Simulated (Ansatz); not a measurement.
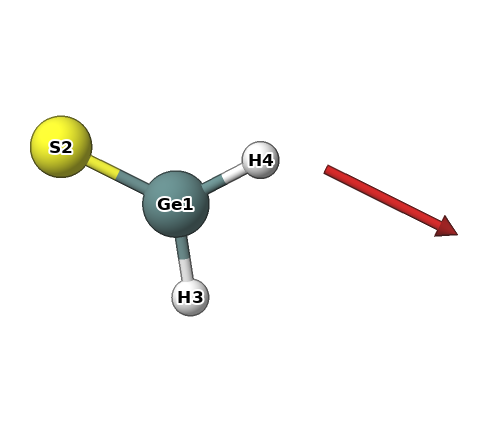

The arrow beside the molecule shows the direction of the dipole moment, from the negative to the positive end (its length means nothing). The computed structure is the end point of a PBE0-D4/def2-TZVP optimisation. Level of theory: RKS PBE0-D4/def2-TZVP (Ansatz 0.2.0).

Estimate the dipole moment.

3.00 D; it points from the side of S2 to the side of H3, H4 (the outermost atoms at the two ends).
